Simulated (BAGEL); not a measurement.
# C2H4BClN (SMILES C=CB([NH])Cl): UHF/def2-SVP (density fitting with qzvpp-jkfit)

What is the vertical doublet–quartet gap of C2H4BClN at UHF/def2-SVP (density fitting with qzvpp-jkfit)? 

Program for the calculation: BAGEL 1.2.2.

### 1 Starting point

C2H4BClN has 9 atoms, charge 0, and is taken as a doublet. SMILES: `C=CB([NH])Cl`. The coordinates come from a GFN2-xTB relaxation. This is one conformer, not always the lowest.

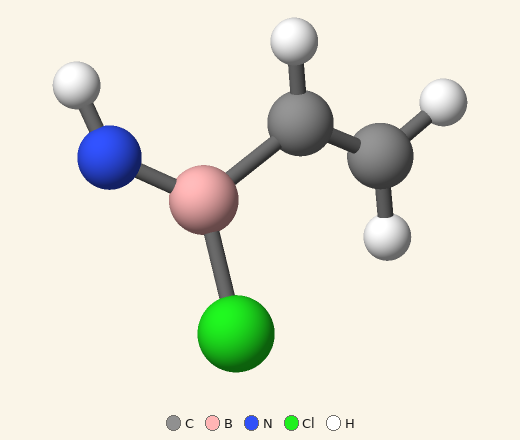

Viewed from a chosen angle; carbon grey, boron pink, nitrogen blue, chlorine green, hydrogen white.

### 2 A single-point energy at UHF/def2-SVP (density fitting with qzvpp-jkfit)

Contents of calc.json:

```json
{ "bagel" : [

{
  "title" : "molecule",
  "basis" : "svp",
  "df_basis" : "qzvpp-jkfit",
  "angstrom" : true,
  "geometry" : [
    { "atom" : "C", "xyz" : [      -0.517480,       0.805460,       1.239300 ] },
    { "atom" : "C", "xyz" : [      -0.122860,      -0.234970,       0.535350 ] },
    { "atom" : "B", "xyz" : [       0.533250,      -0.104470,      -0.941700 ] },
    { "atom" : "N", "xyz" : [       0.391100,      -1.103700,      -1.791650 ] },
    { "atom" : "Cl", "xyz" : [       1.356440,       1.391690,      -1.248360 ] },
    { "atom" : "H", "xyz" : [      -0.420600,       1.818920,       0.887190 ] },
    { "atom" : "H", "xyz" : [      -0.954910,       0.681120,       2.220280 ] },
    { "atom" : "H", "xyz" : [      -0.239400,      -1.244170,       0.899940 ] },
    { "atom" : "H", "xyz" : [      -0.025540,      -2.009880,      -1.800340 ] }
  ]
},

{ "title" : "uhf", "nopen" : 1 },

{ "title" : "print", "file" : "orbitals.molden", "orbitals" : true }

]}
```

Command:

```bash
$ BAGEL_NUM_THREADS=1 BAGEL calc.json > calc.out
```

Output:

```text
* using 1 threads per process

  ===============================================================
  ===============================================================

  *** Geometry ***

  { "atom" : "C", "xyz" : [     -0.977895,      1.522099,      2.341938 ] },
  { "atom" : "C", "xyz" : [     -0.232172,     -0.444029,      1.011665 ] },
  { "atom" : "B", "xyz" : [      1.007696,     -0.197420,     -1.779555 ] },
  { "atom" : "N", "xyz" : [      0.739072,     -2.085691,     -3.385728 ] },
  { "atom" : "Cl", "xyz" : [      2.563300,      2.629913,     -2.359059 ] },
  { "atom" : "H", "xyz" : [     -0.794819,      3.437261,      1.676546 ] },
  { "atom" : "H", "xyz" : [     -1.804518,      1.287130,      4.195721 ] },
  { "atom" : "H", "xyz" : [     -0.452400,     -2.351141,      1.700640 ] },
  { "atom" : "H", "xyz" : [     -0.048264,     -3.798123,     -3.402150 ] },

  Number of auxiliary basis functions:      502

  Since a DF basis is specified, we compute 2- and 3-index integrals:
    o Being stored without compression. Storage requirement is 0.035 GB

  Number of basis functions:       94
  Number of electrons      :       45

    * METHOD: MOLECULE                             0.27

  *** Open-shell HF ***

  === Nuclear Repulsion ===
   181.5627492173

      * DIIS with orbital gradients will be used.

  === UHF iteration (svp) ===
      0       -616.13345593          0.03263583           0.17
      1       -616.29669042          0.02602606           0.16
      2       -616.36747401          0.01612498           0.16
      3       -616.42082313          0.00355603           0.16
      4       -616.43013174          0.00186312           0.17
      5       -616.43417119          0.00082832           0.16
      6       -616.43489684          0.00030958           0.17
      7       -616.43500508          0.00015055           0.17
      8       -616.43503598          0.00008133           0.17
      9       -616.43505446          0.00004509           0.17
     10       -616.43506031          0.00003542           0.16
     11       -616.43506629          0.00003185           0.17
     12       -616.43507350          0.00002882           0.16
     13       -616.43508460          0.00002465           0.16
     14       -616.43510917          0.00001480           0.16
     15       -616.43512431          0.00000714           0.16
     16       -616.43513030          0.00000426           0.16
     17       -616.43513381          0.00000278           0.16
     18       -616.43513567          0.00000240           0.16
     19       -616.43513743          0.00000238           0.16
     20       -616.43513822          0.00000236           0.16
     21       -616.43514062          0.00000231           0.16
     22       -616.43514400          0.00000228           0.16
     23       -616.43514437          0.00000228           0.16
     24       -616.43514477          0.00000228           0.16
     25       -616.43514463          0.00000227           0.16
     26       -616.43514261          0.00000234           0.15
[... 7 lines of this table left out ...]
     34       -616.43516567          0.00000130           0.16
     35       -616.43516558          0.00000078           0.15
     36       -616.43516567          0.00000017           0.16
     37       -616.43516567          0.00000012           0.16
     38       -616.43516568          0.00000008           0.16
     39       -616.43516569          0.00000005           0.16
     40       -616.43516569          0.00000004           0.16
     41       -616.43516569          0.00000004           0.17
     42       -616.43516570          0.00000003           0.16
     43       -616.43516570          0.00000003           0.16
     44       -616.43516570          0.00000002           0.16
     45       -616.43516570          0.00000001           0.16
     46       -616.43516570          0.00000001           0.16
    * SCF iteration converged.

    * S^2 (UHF) is 0.7950

    * Permanent dipole moment:
           (    0.461236,     0.915914,    -0.040876) a.u.

    * METHOD: UHF                                  7.80

    * METHOD: PRINT                                0.02

  ===============================================================
```

It took 8.4 s on 1 thread of Arm Neoverse V1, shared host; peak memory 0.14 GiB.

### 3 The quartet at the same level

Contents of hf.json:

```json
{ "bagel": [

{
  "title": "molecule",
  "basis": "svp",
  "df_basis": "qzvpp-jkfit",
  "angstrom": true,
  "geometry": [
    { "atom": "C", "xyz": [      -0.517480,       0.805460,       1.239300 ] },
    { "atom": "C", "xyz": [      -0.122860,      -0.234970,       0.535350 ] },
    { "atom": "B", "xyz": [       0.533250,      -0.104470,      -0.941700 ] },
    { "atom": "N", "xyz": [       0.391100,      -1.103700,      -1.791650 ] },
    { "atom": "Cl", "xyz": [       1.356440,       1.391690,      -1.248360 ] },
    { "atom": "H", "xyz": [      -0.420600,       1.818920,       0.887190 ] },
    { "atom": "H", "xyz": [      -0.954910,       0.681120,       2.220280 ] },
    { "atom": "H", "xyz": [      -0.239400,      -1.244170,       0.899940 ] },
    { "atom": "H", "xyz": [      -0.025540,      -2.009880,      -1.800340 ] }
  ]
},

{ "title": "uhf", "nopen": 3 },

{ "title": "print", "file": "orbitals.molden", "orbitals": true }

]}
```

Command:

```bash
$ BAGEL_NUM_THREADS=1 BAGEL hf.json > hf.out
```

Output:

```text
* using 1 threads per process

  ===============================================================
  ===============================================================

  *** Geometry ***

  { "atom" : "C", "xyz" : [     -0.977895,      1.522099,      2.341938 ] },
  { "atom" : "C", "xyz" : [     -0.232172,     -0.444029,      1.011665 ] },
  { "atom" : "B", "xyz" : [      1.007696,     -0.197420,     -1.779555 ] },
  { "atom" : "N", "xyz" : [      0.739072,     -2.085691,     -3.385728 ] },
  { "atom" : "Cl", "xyz" : [      2.563300,      2.629913,     -2.359059 ] },
  { "atom" : "H", "xyz" : [     -0.794819,      3.437261,      1.676546 ] },
  { "atom" : "H", "xyz" : [     -1.804518,      1.287130,      4.195721 ] },
  { "atom" : "H", "xyz" : [     -0.452400,     -2.351141,      1.700640 ] },
  { "atom" : "H", "xyz" : [     -0.048264,     -3.798123,     -3.402150 ] },

  Number of auxiliary basis functions:      502

  Since a DF basis is specified, we compute 2- and 3-index integrals:
    o Being stored without compression. Storage requirement is 0.035 GB

  Number of basis functions:       94
  Number of electrons      :       45

    * METHOD: MOLECULE                             0.27

  *** Open-shell HF ***

  === Nuclear Repulsion ===
   181.5627492173

      * DIIS with orbital gradients will be used.

  === UHF iteration (svp) ===
      0       -615.97158509          0.03166480           0.16
      1       -616.16052070          0.02406000           0.16
      2       -616.23858390          0.01543787           0.16
      3       -616.29150507          0.00391342           0.16
      4       -616.30423233          0.00220811           0.16
      5       -616.31040218          0.00105476           0.16
      6       -616.31168666          0.00051191           0.16
      7       -616.31204061          0.00028641           0.16
      8       -616.31219840          0.00019169           0.16
      9       -616.31228014          0.00015648           0.16
     10       -616.31235275          0.00013280           0.16
     11       -616.31245051          0.00009465           0.16
     12       -616.31251578          0.00005126           0.16
     13       -616.31253115          0.00002583           0.17
     14       -616.31253355          0.00001208           0.16
     15       -616.31253397          0.00000543           0.16
     16       -616.31253404          0.00000254           0.16
     17       -616.31253405          0.00000143           0.16
     18       -616.31253406          0.00000111           0.16
     19       -616.31253406          0.00000093           0.15
     20       -616.31253406          0.00000074           0.16
     21       -616.31253407          0.00000052           0.16
     22       -616.31253407          0.00000037           0.16
     23       -616.31253407          0.00000024           0.16
     24       -616.31253407          0.00000012           0.16
     25       -616.31253407          0.00000006           0.16
     26       -616.31253407          0.00000003           0.16
     27       -616.31253407          0.00000002           0.16
     28       -616.31253407          0.00000002           0.16
     29       -616.31253407          0.00000001           0.16
     30       -616.31253407          0.00000001           0.16
     31       -616.31253407          0.00000001           0.16
    * SCF iteration converged.

    * S^2 (UHF) is 3.7891

    * Permanent dipole moment:
           (    0.486812,     0.986173,    -0.061344) a.u.

    * METHOD: UHF                                  5.32

    * METHOD: PRINT                                0.02

  ===============================================================
```

It took 6 s on 1 thread of Arm Neoverse V1, shared host; peak memory 0.14 GiB.

### 4 Results

At UHF/def2-SVP (density fitting with qzvpp-jkfit):

| quantity | value |
| --- | --- |
| doublet: total energy | -616.43517 Eh |
| doublet: dipole moment | 2.61 D |
| doublet: ⟨S²⟩ | 0.795 |
| quartet: total energy | -616.31253 Eh |
| quartet: dipole moment | 2.80 D |
| quartet: ⟨S²⟩ | 3.789 |
| vertical energy of the quartet above the doublet | 3.337 eV |

What this shows: At this shape the quartet lies 3.34 eV (77 kcal/mol) above the doublet.
